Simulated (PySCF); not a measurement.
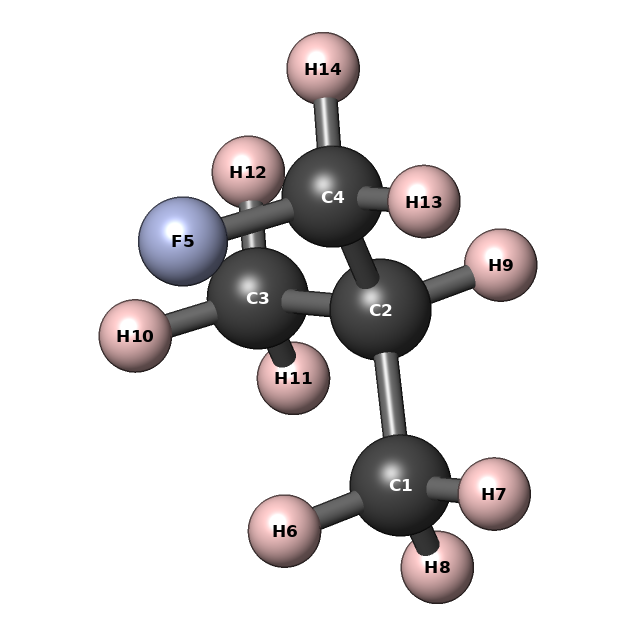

Every bond is drawn as one stick. Computed geometry: PBE0-D3(BJ)/def2-SVP optimisation. No frequency run is at hand to confirm it as a minimum. Computed with PBE0/6-31G (PySCF 2.14.0).

**Which bond has the lowest Mayer bond order?**

C4–F5, 0.82, at 1.377 Å.

List the Mayer bond orders of C1–C2, C2–C4, C2–H9, C1–H6, C1–H8, C1–H7, C4–F5, C4–H13 (one bond of each equivalent set).

```tsv
bond	Mayer order	length (Å)
C1–C2	0.96	1.525
C2–C4	0.93	1.517
C2–H9	0.92	1.106
C1–H6	0.94	1.101
C1–H8	0.95	1.100
C1–H7	0.94	1.101
C4–F5	0.82	1.377
C4–H13	0.92	1.104
```
